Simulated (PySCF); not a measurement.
CH7OSi2, doublet, SMILES `CO[SiH][SiH3]`.

PySCF calculation, ωB97X/def2-SVP, gas phase; geometry: GFN2-xTB. No frequency check shows the geometry to be a minimum. GFN2-xTB doesn't know the spin state, so this open-shell geometry is rough.

Cartesian coordinates (Å):

```
C1       2.2913    0.6826   -0.2223
O2       1.3574   -0.0561    0.5049
Si3      0.0365   -0.8718    0.0019
Si4     -1.8623    0.3931   -0.0211
H5       3.1596    0.8568    0.4143
H6       1.8666    1.6453   -0.5213
H7       2.6064    0.1439   -1.1196
H8       0.4189   -1.5598   -1.2501
H9      -2.9585   -0.5055   -0.3958
H10     -2.0054    1.5743   -0.8942
H11     -2.1330    0.9004    1.3301
```

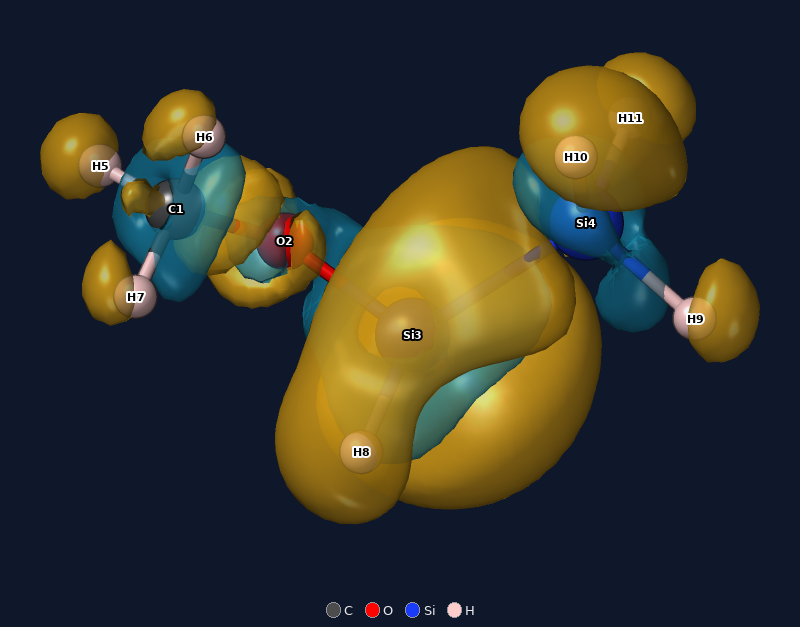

Fukui function f⁺ = ρ(N+1) − ρ(N) at fixed geometry, surfaces at ±0.015 e/Å³ (yellow positive, teal negative).

### On which atoms does the density change most on addition of an electron?

f⁺ (Hirshfeld-condensed) is largest on Si3 (0.47); the vertical electron affinity is 0.61 eV (to the singlet anion, which needn't be its lowest state; rough: the basis has no diffuse functions). Condensed values hint at sites of nucleophilic attack but needn't mark the atom that reacts. Orbital relaxation makes it negative in places (0.20 e in all).
